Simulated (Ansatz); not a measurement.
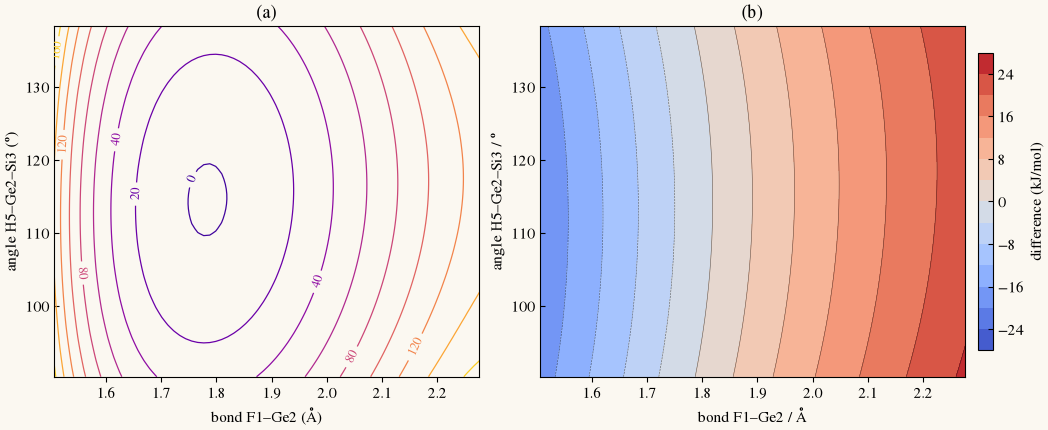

FGeH₅Si, SMILES [F][GeH2][SiH3]. Two internal coordinates are moved rigidly from the geometry relaxed at PBE0-D4/def2-TZVP, all others fixed. Coordinates scanned: (1) bond F1–Ge2; (2) angle H5–Ge2–Si3. The grid has 5 × 5 points. Points are written as (first, second). Energies are in kJ/mol, from each map's own lowest point. All numbers below come from RKS PBE-D4/def2-TZVPP in Ansatz.

Panel (a): RKS PBE-D4/def2-TZVPP in Ansatz. Panel (b): the map at Ansatz 0.2.0, RKS PBE0-D4/def2-TZVPP less the map of (a), each from its own lowest point.

How does the change of method alter the landscape?

Answer. The difference runs from −19 kJ/mol at (1.506 Å, 114.3°) to 25 kJ/mol at (2.276 Å, 90.3°). The interpolated minimum moves from 1.7710 to 1.7479 Å in bond F1–Ge2 and 114.45 to 114.21° in angle H5–Ge2–Si3.
